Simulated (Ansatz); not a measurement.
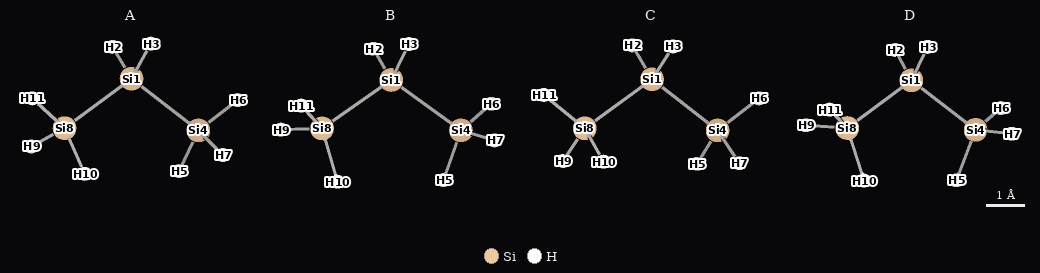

4 geometries from one relaxation of Si3H8, in shuffled order. The picture is a ball-and-stick view, seen at a tilt.

The run prepares the start of a later molecular dynamics calculation, from a guessed geometry.

The calculation used RKS B3LYP/def2-SVP (Ansatz 0.2.0). (no spin polarisation; force threshold 0.02 eV/Å; at most 40 steps)

**Order the frames from highest to lowest energy.**

D, B, A, C. They are steps 0, 4, 9, 16, at +10.6 kcal/mol, +1.19 kcal/mol, +0.45 kcal/mol relative to the last. The energy falls by 10.6 kcal/mol in 16 geometry steps. Largest force component: 1 eV/Å at the start, 0.017 eV/Å at the end. The forces were under the threshold at step 7, but the run went on from there. H10 moves most after the best rigid fit: 1.28 Å. By element the largest moves are H 1.28 Å, Si 0.24 Å. Some distances before and after: Si1–Si4 2.218 → 2.359 Å, Si1–H2 1.460 → 1.496 Å, Si4–H5 1.460 → 1.493 Å. Bond angles that change, for instance: Si4–Si1–Si8 109.5° → 112.0°. Groups turn about Si1–Si8 by about 50°, Si1–Si4 by about 35°.
